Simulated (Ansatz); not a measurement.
**H3 (doublet): wave-function methods side by side at distance H1–H2 along a hydrogen transfer = 0.971 Å, cc-pVQZ**

How much of the correlation energy of H3 (doublet) does each wave-function method recover here?

Program: Ansatz 0.2.0, Gaussian basis. Level of theory: cc-pVQZ, core rule «outside noble gas», up to 0 orbitals frozen. These are calculated values, not measurements.

Plan: UHF; CCSD(T) on ROHF; CCSD(T) on UHF; BCCD(T) on ROHF; CISD; CCSDT on ROHF; CCSDT on UHF; CASSCF and NEVPT2, 3 electrons in 3 orbitals; Full CI.

4 further runs of the same task are left out: 4 that didn't finish.

**1. The system**

The geometry derives from fragments relaxed apart (PBE0/def2-TZVP) and kept rigid, so it is no stationary point. A hydrogen atom is moved between rigid fragments.

3 atoms, charge 0, spin multiplicity 2.

Atoms are counted from 1 here; the program's logs count them from 0.

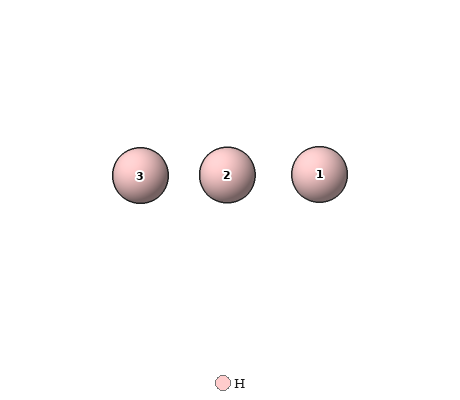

The geometry (hydrogen pink); atoms are numbered from 1 in the order of the file.

**2. UHF**

in.yaml reads:

```yaml
crystal:
  periodic: [false, false, false]
  atoms:
    - {symbol: H, position_ang: [0.000000, 0.000000, -0.952333]}
    - {symbol: H, position_ang: [0.000000, 0.000000, 0.018667]}
    - {symbol: H, position_ang: [0.000000, 0.000000, 0.933667]}
basis:
  gaussian: {orbitals: cc-pVQZ}
magnetization: {spin_polarized: true, initial_magnetization: 1}
hamiltonian: {xc: hf}
output: {orbitals: {seedname: orbitals}}
```

Launch:

```sh
$ ansatz run in.yaml --threads 1 --pin off --events-out ev --progress --plain --max-ram 2393MiB
```

The runs that follow: CCSD(T) on ROHF; CCSD(T) on UHF; BCCD(T) on ROHF; CISD; CCSDT on ROHF; CCSDT on UHF; CASSCF and NEVPT2, 3 electrons in 3 orbitals; Full CI.

**Question.** What will the summary of the whole plan be? Wanted: FCI below the RHF energy; RMP2 from FCI; UMP2 from FCI; RCCSD from FCI; RCCSD(T) from FCI; UCCSD(T) from FCI; NEVPT2 valence from FCI; T1 diagnostic; effectively unpaired electrons.

The runs gave:

| quantity | value |
| --- | --- |
| FCI below the RHF energy | -1.7301 eV |
| RMP2 from FCI | +325.2 meV |
| UMP2 from FCI | +346.2 meV |
| RCCSD from FCI | +20.8 meV |
| RCCSD(T) from FCI | +3.2 meV |
| UCCSD(T) from FCI | +3.3 meV |
| NEVPT2 valence from FCI | +228.7 meV |
| levels within 1 kcal/mol (43 meV) | CISD, RCCSD, UCCSD, RCCSD(T), UCCSD(T), BCCD(T), RCCSDT, UCCSDT |
| T1 diagnostic | 0.036 |
| effectively unpaired electrons | 1.01 |

In words: RCCSD(T) misses by +3.2 meV, 0.2 % of the correlation energy. One determinant dominates. These misses are within one basis, not against nature.
